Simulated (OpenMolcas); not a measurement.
# SiH3 (silyl radical) at 6 levels

Wanted: a comparison of 6 runs (UHF/STO-3G, U-r2SCAN/STO-3G, UM06-2X/STO-3G, UPBE/STO-3G, ROMP2/STO-3G, ROCCSD(T)/STO-3G) of SiH3 (silyl radical). 

The calculation is run with OpenMolcas 26.06.

**1. The system as given**

SiH3 has 4 atoms, charge 0, and is taken as a doublet. SMILES: `[SiH3]`. The Si1–H2 distance was set to 2.173 Å, away from the relaxed value. At this shape a bond of the SMILES string is far longer than usual.

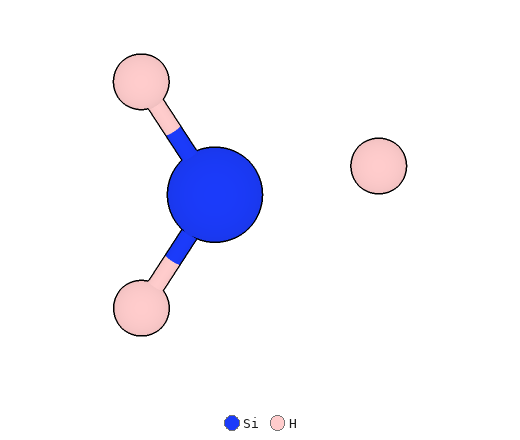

Viewed from a chosen angle; silicon blue, hydrogen pink.

**2. A single-point energy at UHF/STO-3G (run 1)**

struct.xyz

```xyz
4

Si     0.016295    -0.359221    -0.725422
H      0.587110     0.661780     1.105640
H     -0.385225    -1.741911    -0.566942
H     -0.788975     0.418389    -1.644272
```

mol.inp

```
* H3Si Hartree-Fock
>>> EXPORT MOLCAS_PRINT=2

&GATEWAY
 BASLIB = $CurrDir
 COORD = struct.xyz
 BASIS = STO-3G
 GROUP = NoSym

&SEWARD

&SCF
 UHF
 SPIN = 2
 THRESHOLDS = 1e-10 1e-07 1e-07 1e-05
 PRORBITALS = 1 1
```

The basis set STO-3G is read from a file made from the Basis Set Exchange's data (not shown).

Command:

```bash
$ export MOLCAS_MEM=1860
$ pymolcas mol.inp > mol.log
```

Log:

```text
--- Start Module: gateway ---
[...]
--- Stop Module: gateway /rc=_RC_ALL_IS_WELL_ ---
--- Start Module: seward ---
[...]
      Basis functions           12
--- Stop Module: seward /rc=_RC_ALL_IS_WELL_ ---
--- Start Module: scf ---
[...]
       Convergence after  30 Iterations
[...]
::    Total SCF energy                               -287.1480897959
[...]
      Total spin, S                                     0.6580108927
[...]
      Total electronic charge=   17.000000
      Total            charge=   -0.000000
[...]
      Dipole Moment (debye):
      Origin of the operator (angstrom)=   -0.0044   -0.3457   -0.6906
                   X= -3.4471E-01               Y= -3.3547E-01               Z= -5.4262E-01           Total=  7.2512E-01
      Quadrupole Moment (debye*angstrom):
[...]
--- Stop Module: scf /rc=_RC_ALL_IS_WELL_ ---
[...]
```

Run time: 1.7 s. Hardware: 1 thread of Arm Neoverse V2, shared host; peak memory 0.37 GiB.

**3. The energy at U-r2SCAN/STO-3G (run 2)**

struct.xyz is that of step 2.

mol.inp

```
* H3Si Kohn-Sham DFT

&GATEWAY
 BASLIB=$CurrDir
 COORD=struct.xyz
 BASIS=STO-3G
 GROUP=NoSym

&SEWARD
 GRIDINPUT
 Grid=UltraFine
 End of Grid

&SCF
 UHF
 SPIN=2
 KSDFT=2
 1.0 MGGA_X_R2SCAN
 1.0 MGGA_C_R2SCAN
 THRESHOLDS=1e-10 1e-07 1e-07 1e-05
 PRORBITALS=1 1
```

The basis set STO-3G is read from a file made from the Basis Set Exchange's data (not shown).

Command:

```bash
$ export MOLCAS_MEM=1860
$ pymolcas mol.inp > mol.log
```

Log:

```text
--- Start Module: gateway ---
[...]
--- Stop Module: gateway /rc=_RC_ALL_IS_WELL_ ---
--- Start Module: seward ---
[...]
      Basis functions           12
--- Stop Module: seward /rc=_RC_ALL_IS_WELL_ ---
--- Start Module: scf ---
[...]
       Convergence after  15 Iterations
[...]
::    Total KS-DFT energy                            -287.7109913001
[...]
      Total spin, S                                     0.5004786258
[...]
      Total electronic charge=   17.000000
      Total            charge=   -0.000000
[...]
      Dipole Moment (debye):
      Origin of the operator (angstrom)=   -0.0044   -0.3457   -0.6906
                   X= -2.5868E-01               Y= -4.0706E-01               Z= -7.1779E-01           Total=  8.6478E-01
      Quadrupole Moment (debye*angstrom):
[...]
--- Stop Module: scf /rc=_RC_ALL_IS_WELL_ ---
[...]
```

It took 5.7 s on 1 thread of Arm Neoverse V2, shared host; peak memory 0.37 GiB.

Run 3 isn't shown in full; the table further down has it.

**4. A single-point energy at UPBE/STO-3G (run 4)**

struct.xyz is that of step 3.

mol.input

```
&GATEWAY
BasLib
$CurrDir
Coord
struct.xyz
Basis
STO-3G
Group
NoSym
&SEWARD
GridInput
Grid=UltraFine
End of Grid
&SCF
UHF
Spin
2
KSDFT
PBE
Thresholds
1e-10 1e-07 1e-07 1e-05
PrOrbitals
1 1
```

The basis set STO-3G is read from a file made from the Basis Set Exchange's data (not shown).

Command:

```bash
$ export MOLCAS_MEM=1860
$ pymolcas mol.input > mol.log
```

Log:

```text
--- Start Module: gateway ---
[...]
--- Stop Module: gateway /rc=_RC_ALL_IS_WELL_ ---
--- Start Module: seward ---
[...]
      Basis functions           12
--- Stop Module: seward /rc=_RC_ALL_IS_WELL_ ---
--- Start Module: scf ---
[...]
       Convergence after  14 Iterations
[...]
::    Total KS-DFT energy                            -287.5693568311
[...]
      Total spin, S                                     0.5002979325
[...]
      Total electronic charge=   17.000000
      Total            charge=   -0.000000
[...]
      Dipole Moment (debye):
      Origin of the operator (angstrom)=   -0.0044   -0.3457   -0.6906
                   X= -2.9759E-01               Y= -3.7446E-01               Z= -6.3798E-01           Total=  7.9737E-01
      Quadrupole Moment (debye*angstrom):
[...]
--- Stop Module: scf /rc=_RC_ALL_IS_WELL_ ---
[...]
```

Wall time 3.9 s (1 thread of Arm Neoverse V2, shared host); peak memory 0.37 GiB.

Run 5 isn't shown in full; the table further down has it.

**5. A single-point energy at ROCCSD(T)/STO-3G (run 6)**

struct.xyz is that of step 4.

mol.inp

```
&gateway
  baslib=$CurrDir
  coord=struct.xyz
  basis=STO-3G
  group=NoSym

&seward

&scf
  uhf
  spin=2
  thresholds=1e-10 1e-07 1e-07 1e-05
  prorbitals=1 1

&rasscf
  fileorb=$Project.UnaOrb
  spin=2
  nactel=1 0 0
  inactive=8
  ras2=1
  outorbitals=Canonical
  orblisting=Nothing

&motra
  jobiph
  frozen=5

&ccsdt
  cct
  triples=3
  iterations=80
  accuracy=1e-08
  extrapolation=5 4
```

The basis set STO-3G is read from a file made from the Basis Set Exchange's data (not shown).

Command:

```bash
$ export MOLCAS_MEM=1860
$ pymolcas mol.inp > mol.log
```

Log:

```text
--- Start Module: gateway ---
[...]
--- Stop Module: gateway /rc=_RC_ALL_IS_WELL_ ---
[...]
      Basis functions           12
[...]
       Convergence after  30 Iterations
[...]
::    Total SCF energy                               -287.1480897959
[...]
      Total spin, S                                     0.6580108927
[...]
      Number of active orbitals                  1
[...]
      Spin quantum number                      0.5
[...]
      Active orbitals                            1
[...]
      Number of CSFs                             1
[...]
      Number of root(s) required                 1
[...]
      Convergence after 14 iterations
[...]
      printout of CI-coefficients larger than  0.05 for root  1
      energy=    -287.131980
      conf/sym  1     Coeff  Weight
             1  u   1.00000 1.00000
      Natural orbitals and occupation numbers for root  1
      sym 1:   1.000000
      ************************************************************************************************************************
      *                                                    Final results                                                     *
[...]
::    RASSCF root number  1 Total energy:   -287.13198042
[...]
      Total electronic charge=   17.000000
      Total            charge=   -0.000000
[...]
      Dipole Moment (debye):
      Origin of the operator (angstrom)=   -0.0044   -0.3457   -0.6906
                   X= -2.2949E-01               Y= -4.7623E-01               Z= -8.6690E-01           Total=  1.0154E+00
      Quadrupole Moment (debye*angstrom):
[...]
--- Start Module: motra ---
[...]
      *** WARNING: Default frozen orbitals is overwritten by user input.
      *** Default values:   2
[...]
--- Stop Module: motra /rc=_RC_ALL_IS_WELL_ ---
--- Start Module: ccsdt ---
[...]
      Convergence after                    22  Iterations
      Total energy (diff) :    -287.22234434      -0.00000001
[...]
 METHOD                       : CCSD+T(CCSD)+<T3(1)WT1>+<T3(1)UT2> = CCSD(T)
[...]
       CCSD     =      -287.2223443437248
[...]
--- Stop Module: ccsdt /rc=_RC_ALL_IS_WELL_ ---
[...]
```

Run time: 2.4 s. Hardware: 1 thread of Arm Neoverse V2, shared host; peak memory 0.37 GiB.

**6. Overview of the runs**

| run | level | integration grid | frozen core orbitals | energy (Eh) | dipole moment (D) | HOMO energy (eV) | LUMO energy (eV) | wall time |
| --- | --- | --- | --- | --- | --- | --- | --- | --- |
| 1 | UHF/STO-3G | – | – | -287.148090 | 0.73 | -5.91 | 6.82 | 1.7 s |
| 2 | U-r2SCAN/STO-3G | UltraFine | – | -287.710991 | 0.86 | -1.97 | 0.94 | 5.7 s |
| 3 | UM06-2X/STO-3G | UltraFine | – | -287.730166 | 0.81 | -3.82 | 2.91 | 5.7 s |
| 4 | UPBE/STO-3G | UltraFine | – | -287.569357 | 0.80 | -1.57 | 0.48 | 3.9 s |
| 5 | ROMP2/STO-3G | – | 5 | -287.186629 | – | – | – | 2.4 s |
| 6 | ROCCSD(T)/STO-3G | – | 5 | -287.223375 | – | – | – | 2.4 s |

**7. Results**

```
             quantity          value
  run 6: total energy  -287.22337 Eh
run 6: (T) correction      -1.03 mEh
```

In words: Over runs 1, 2, 3, 4 the dipole moment (its size) runs from 0.73 D (UHF/STO-3G) to 0.86 D (U-r2SCAN/STO-3G). Totals of different functionals can't be ranked against each other. In runs 1, 2, 3, 4, 5, 6 the basis is minimal, so the values are rough. Spin contamination of the reference: run 1 ⟨S²⟩ = 1.09. All runs together took 22 s, the longest 5.7 s.
